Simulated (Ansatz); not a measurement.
**Dissociation curves of SiH2F2 (SiF2H2)**

SiH2F2: 5 atoms, total charge 0, spin state singlet. SMILES: `[H][Si]([H])(F)F`. The coordinates come from a GFN2-xTB relaxation.

```xyz
5

Si   -0.0914    0.0006   -0.0643
F     0.0092   -0.0188    1.5265
F     1.4360    0.0106   -0.5197
H    -0.6801    1.2578   -0.4555
H    -0.6737   -1.2502   -0.4869
```

The Si1–F2 distance is scanned; the parts on either side stay rigid. Basis STO-3G, 7 core orbitals frozen in the correlated methods; program Ansatz 0.2.0. FCI is exact within this basis and core. Energies in eV from each method's value at 1.594 Å; methods without a U are spin-restricted; a dash marks a point that is missing or didn't converge. The shape above is that at 1.594 Å.

```json
{"distance (Å)": "1.594", "HF": "0.00", "BLYP": "0.00", "r2SCAN0": "0.00", "CAM-B3LYP": "0.00", "CCSD(T)": "0.00", "BCCD(T)": "0.00", "FCI": "0.00"}
{"distance (Å)": "1.993", "HF": "1.81", "BLYP": "0.98", "r2SCAN0": "1.38", "CAM-B3LYP": "1.34", "CCSD(T)": "1.15", "BCCD(T)": "1.15", "FCI": "1.14"}
{"distance (Å)": "2.391", "HF": "4.99", "BLYP": "3.05", "r2SCAN0": "3.87", "CAM-B3LYP": "3.85", "CCSD(T)": "2.99", "BCCD(T)": "2.99", "FCI": "2.98"}
{"distance (Å)": "3.188", "HF": "9.40", "BLYP": "5.78", "r2SCAN0": "7.13", "CAM-B3LYP": "7.32", "CCSD(T)": "4.10", "BCCD(T)": "4.13", "FCI": "4.19"}
{"distance (Å)": "3.985", "HF": "10.98", "BLYP": "6.59", "r2SCAN0": "8.14", "CAM-B3LYP": "8.53", "CCSD(T)": "4.05", "BCCD(T)": "–", "FCI": "4.25"}
```

Departure from the FCI curve at its largest: HF +6.73 eV at 3.98 Å; BLYP +2.34 eV at 3.98 Å; r2SCAN0 +3.89 eV at 3.98 Å; CAM-B3LYP +4.28 eV at 3.98 Å; CCSD(T) -0.20 eV at 3.98 Å; BCCD(T) -0.06 eV at 3.19 Å. Restricted functionals keep the electrons paired too, and rise too high. Restricted Hartree–Fock keeps the electrons paired, so it rises far too high as the bond breaks.

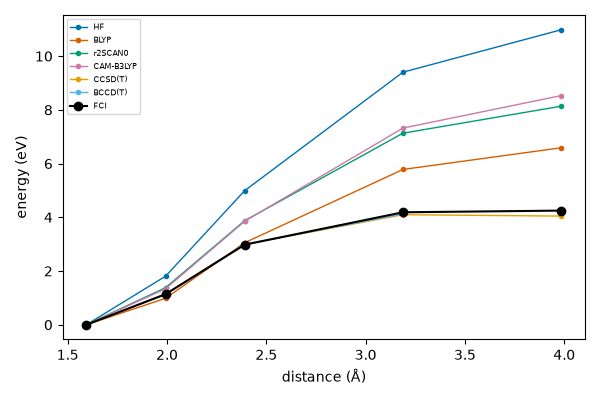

The curves of the table.
